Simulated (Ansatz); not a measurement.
# SiN2H6 (SMILES NN[SiH3]) at HF/3-21G

Aim: the vertical electron affinity of SiN2H6 at HF/3-21G, from 2 runs. 

The calculation is run with Ansatz 0.2.0.

38 further runs of the same task are left out: 38 set aside as unsound or not needed.

## (1) The system as given

SiN2H6: 9 atoms, total charge 0, spin state singlet. As SMILES, `NN[SiH3]`. The shape is that of a PBE0-D4/def2-TZVP optimisation. This is one conformer, not always the lowest.

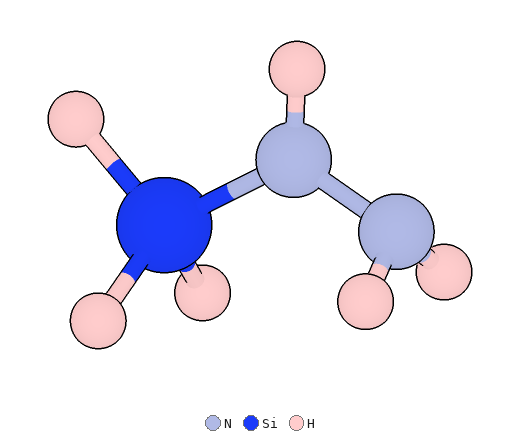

Viewed from a chosen angle; nitrogen light blue, silicon blue, hydrogen pink.

## (2) A single-point energy at HF/3-21G

molecule.yaml

```yaml
crystal:
  periodic: [false, false, false]
  atoms:
    - symbol: N
      position_ang: [-0.558800, 0.925000, -1.203100]
    - symbol: N
      position_ang: [-0.285500, 0.708200, 0.159700]
    - symbol: Si
      position_ang: [0.408400, -0.736600, 0.767500]
    - symbol: H
      position_ang: [0.267900, 0.761300, -1.767500]
    - symbol: H
      position_ang: [-1.290500, 0.297600, -1.515600]
    - symbol: H
      position_ang: [-0.377500, 1.549300, 0.701800]
    - symbol: H
      position_ang: [1.729200, -1.040000, 0.139600]
    - symbol: H
      position_ang: [-0.469800, -1.907300, 0.484500]
    - symbol: H
      position_ang: [0.576500, -0.557300, 2.233000]
basis:
  gaussian:
    orbitals: 3-21G.json
hamiltonian:
  xc: hf
accuracy: high
output:
  orbitals: {seedname: orbitals}
```

The basis set 3-21G is read from a file made from the Basis Set Exchange's data (not shown).

Launch:

```console
$ ansatz run molecule.yaml --threads 1 --pin off --max-ram 3480MiB --events-out events.jsonl --progress --plain --runs-dir runs
```

Standard output:

```text
Warning: RAYON_NUM_THREADS=1 ignored (pool sized by the plan → 1); use --threads N
Functional definition: HF
  name "HF"
  exchange = exact_x
  correlation = 0
1045 factors; integrals over basis functions are off by at most 4.0e-9 eV
mean field evaluation 1: about -10859.0917 eV, gradient 2.2e1 eV
mean field evaluation 2: about -10859.4533 eV, gradient 2.3e1 eV
mean field evaluation 4: about -10860.6241 eV, gradient 2.1e0 eV
mean field evaluation 8: about -10860.6387 eV, gradient 1.6e-1 eV
mean field evaluation 16: about -10860.6389 eV, gradient 3.1e-8 eV
mean field -10860.63885939 eV, -399.1211164772 hartree, gradient 3.1e-8 eV, S^2 0.000000; 0 other end points of the search recorded, 0 dependent functions left out
reference -10860.63885939 eV, -399.1211164772 hartree; 17, 17 occupied and 26, 26 virtual orbitals, 1045 factors
Total energy: -10860.63885939 eV, -399.1211164772 hartree
```

Run time: 0.36 s. Hardware: 1 thread of Arm Neoverse V2, shared host; peak memory 0.092 GiB.

## (3) The doublet anion at the same level

input.yaml

```yaml
basis:
  gaussian:
    orbitals: 3-21G.json
crystal:
  periodic: [false, false, false]
  atoms:
    - {symbol: N, position_ang: [-0.558800, 0.925000, -1.203100]}
    - {symbol: "N", position_ang: [-0.285500, 0.708200, 0.159700]}
    - {symbol: Si, position_ang: [0.408400, -0.736600, 0.767500]}
    - {symbol: H, position_ang: [0.267900, 0.761300, -1.767500]}
    - {symbol: H, position_ang: [-1.290500, 0.297600, -1.515600]}
    - {symbol: H, position_ang: [-0.377500, 1.549300, 0.701800]}
    - {symbol: H, position_ang: [1.729200, -1.040000, 0.139600]}
    - {symbol: H, position_ang: [-0.469800, -1.907300, 0.484500]}
    - {symbol: H, position_ang: [0.576500, -0.557300, 2.233000]}
total_charge: -1
magnetization:
  spin_polarized: true
  initial_magnetization: 1
hamiltonian:
  xc: hf
accuracy: high
output:
  orbitals: {seedname: orbitals}
```

The basis set 3-21G is read from a file made from the Basis Set Exchange's data (not shown).

Launch:

```console
$ ansatz run input.yaml --threads 1 --pin off --max-ram 3480MiB --events-out events.jsonl --progress --plain --runs-dir runs
```

Standard output:

```text
Warning: RAYON_NUM_THREADS=1 ignored (pool sized by the plan → 1); use --threads N
[... 4 set-up lines as earlier in the session ...]
1047 factors; integrals over basis functions are off by at most 4.0e-9 eV
mean field evaluation 1: about -10854.3672 eV, gradient 1.3e1 eV
mean field evaluation 2: about -10855.0764 eV, gradient 1.2e1 eV
mean field evaluation 4: about -10856.2527 eV, gradient 1.8e0 eV
mean field evaluation 8: about -10856.2932 eV, gradient 2.3e-1 eV
mean field evaluation 16: about -10856.2975 eV, gradient 1.6e-8 eV
mean field evaluation 32: about -10856.2828 eV, gradient 3.6e-1 eV
mean field evaluation 64: about -10855.3212 eV, gradient 8.0e-1 eV
mean field -10856.29750629 eV, -398.9615746933 hartree, gradient 3.3e-8 eV, S^2 0.757414; 0 other end points of the search recorded, 0 dependent functions left out
reference -10856.29750629 eV, -398.9615746933 hartree; 18, 17 occupied and 25, 26 virtual orbitals, 1047 factors
Total energy: -10856.29750629 eV, -398.9615746933 hartree
```

Run time: 0.96 s. Hardware: 1 thread of Arm Neoverse V2, shared host; peak memory 0.11 GiB.

## (4) Outcome

At HF/3-21G:

| quantity | value |
| --- | --- |
| singlet SiN2H6: total energy | -399.12112 Eh |
| singlet SiN2H6: HOMO energy | -10.13 eV |
| singlet SiN2H6: LUMO energy | 4.67 eV |
| singlet SiN2H6: HOMO–LUMO gap | 14.80 eV |
| doublet anion: total energy | -398.96157 Eh |
| doublet anion: HOMO energy (highest over α and β) | 3.99 eV |
| doublet anion: LUMO energy (lowest over α and β) | 11.08 eV |
| doublet anion: ⟨S²⟩ | 0.757 |
| vertical electron affinity (to the doublet anion) | -4.341 eV |

What this shows: The anion lies 4.34 eV (419 kJ/mol) above the neutral: the electron isn't bound at this level, and such a value depends on the basis. Without diffuse functions anions come out too high. Hartree–Fock misses the correlation that binds many anions. The HOMO (doublet anion) lies at positive energy, 3.99 eV: the electron is unbound at this level or held by a compact basis; values depend on the basis.
